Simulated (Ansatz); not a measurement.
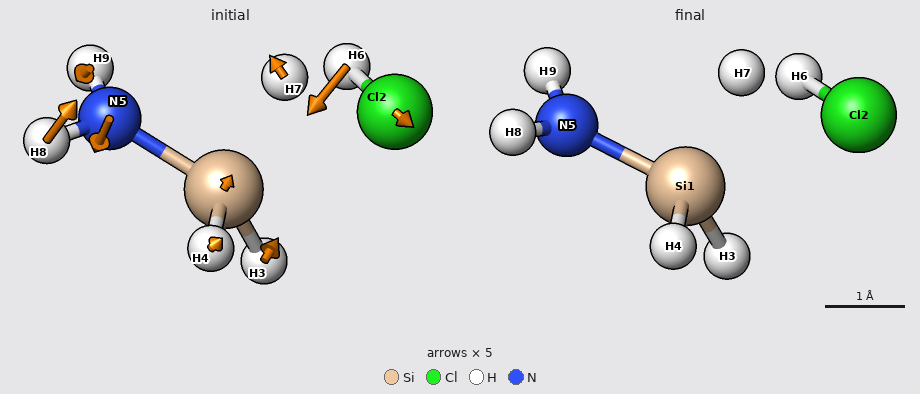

The structure of SiNH6Cl before (left) and after (right) a constrained relaxation, at one scale. The orange arrows give the displacements, magnified 5 times.

Style: ball-and-stick. Shown at a tilt.

The reaction that was planned forms Si1–H7, Cl2–H6 and breaks Si1–Cl2, H6–H7 (atoms numbered from 1 in input order).

Level of theory: Ansatz, RKS PBE0-D4/def2-SVP. (held fixed: the distance between atoms 1 (Si) and 7 (H), the distance between atoms 2 (Cl) and 6 (H), the distance between atoms 1 (Si) and 2 (Cl), the distance between atoms 6 (H) and 7 (H), counting from 1; force threshold 0.04 eV/Å; at most 150 steps)

**Summarise the run.**

After 6 accepted moves (7 points after the start) the energy has fallen by 14.2 kJ/mol. Largest force component: 0.74 eV/Å at the start, 0.021 eV/Å at the end. The line search rejected the trial step at point 4 of the run. The largest move after the best rigid fit is that of H6, 0.18 Å. Largest moves by element: H 0.18 Å, N 0.15 Å, Cl 0.07 Å, Si 0.05 Å. Some distances before and after: Si1–H6 2.226 → 2.017 Å, Si1–H3 1.455 → 1.483 Å, Si1–H4 1.467 → 1.489 Å, N5–H8 1.006 → 1.013 Å. Bond angles that change, for instance: H3–Si1–N5 128.7° → 122.3°, Si1–N5–H9 123.3° → 125.3°.
